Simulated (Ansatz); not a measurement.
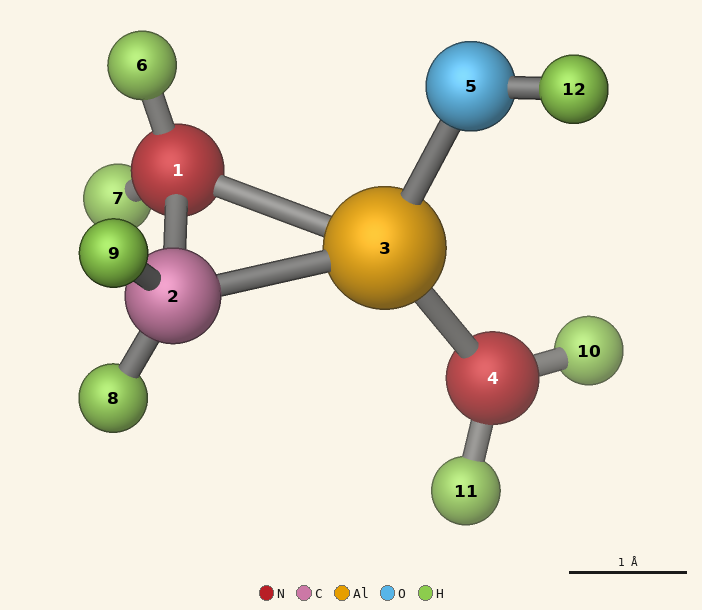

Orthographic view. Depth is shown by fading: the farther an atom, the more it takes the colour of the background. Computed geometry: PBE0-D4/def2-TZVP optimisation. No frequency run is at hand to confirm it as a minimum.

Write a Z-matrix (Å, degrees) in the order of the atom numbers, with these reference atoms: 2 to 1; 3 to 2, 1; 4 to 3, 2, 1; 5 to 3, 4, 2; 6 to 1, 2, 3; 7 to 1, 6, 2; 8 to 2, 1, 7; 9 to 2, 8, 1; 10 to 4, 3, 5; 11 to 4, 10, 3; 12 to 5, 3, 4.

```
N  
C    1   1.538
Al   2   1.938   1    68.9
N    3   1.779   2   120.5   1  -104.6
O    3   1.715   4   120.7   2   174.4
H    1   1.011   2   112.8   3  -111.8
H    1   1.010   6   109.2   2   127.9
H    2   1.088   1   109.5   7     5.2
H    2   1.088   8   109.6   1   121.6
H    4   1.006   3   125.3   5   -24.1
H    4   1.006  10   110.1   3  -179.9
H    5   0.954   3   121.6   4   -40.1
```
